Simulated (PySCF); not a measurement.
C4H12O2Si, SMILES CC[SiH](OC)OC, GFN2-xTB optimised geometry. Atoms within 1.6 Å of the plane z = 0.0 Å (x, y, z in Å): Si1 (-0.57, -0.13, 0.00), C2 (-1.05, -1.06, 1.58), O4 (-1.02, 1.44, 0.00), C5 (-2.30, 1.98, 0.09), O6 (1.05, -0.13, 0.00), C7 (1.91, 0.57, -0.86), H8 (-1.12, -0.77, -1.20), H12 (0.57, -2.47, 1.57), H13 (-0.90, -3.07, 0.82), H14 (-2.91, 1.68, -0.76), H15 (-2.21, 3.07, 0.11), H16 (-2.80, 1.65, 1.01), H17 (2.91, 0.53, -0.42), H18 (1.60, 1.61, -0.97).

Calculation: PySCF 2.14.0 with PBE0/def2-SVP. Cells within 0.4 Å of a nucleus heavier than hydrogen are left out (blank, or x).

Map of the HOMO amplitude (bohr^(-3/2)) on the plane z = 0.0 Å; orbital energy -7.50 eV, overall sign arbitrary:

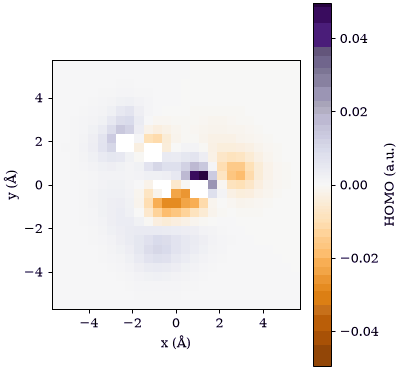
*HOMO amplitude (bohr^(-3/2)) on the plane z = 0.0 Å.*
